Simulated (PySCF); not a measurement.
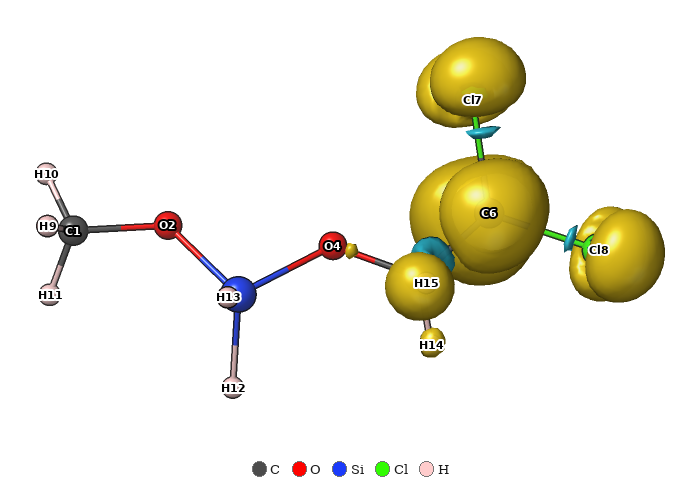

*C3H7Cl2O2Si (doublet). Isosurfaces of the spin density (α minus β) at +0.02 (yellow) and −0.02 e/Å³ (cyan), seen at a tilt.*

Geometry: GFN2-xTB.

Theory: UKS B3LYP, pcH-1 on C Cl H O Si, non-relativistic, mean-field spin-orbit, GIAO in PySCF.

```xyz
15

C    -2.9951    0.7326   -0.6806
O    -1.6075    0.6424   -0.6335
Si   -0.7384   -0.4702    0.1336
O     0.7418    0.0649   -0.2335
C     1.9268   -0.5322    0.1466
C     3.0817    0.2619   -0.3729
Cl    3.0281    1.9483   -0.1923
Cl    4.6191   -0.4702   -0.3100
H    -3.4112    0.8627    0.3211
H    -3.2579    1.5946   -1.2940
H    -3.4297   -0.1686   -1.1190
H    -0.9583   -1.8254   -0.3821
H    -0.9674   -0.4667    1.5827
H     1.9974   -1.5549   -0.2493
H     1.9662   -0.6110    1.2501
```

> Which atoms carry the spin?

The unpaired spin (1 electron) lies mostly on C6 (about 0.6), Cl7 (about 0.2) and Cl8 (about 0.1), in electrons by Hirshfeld's partition.
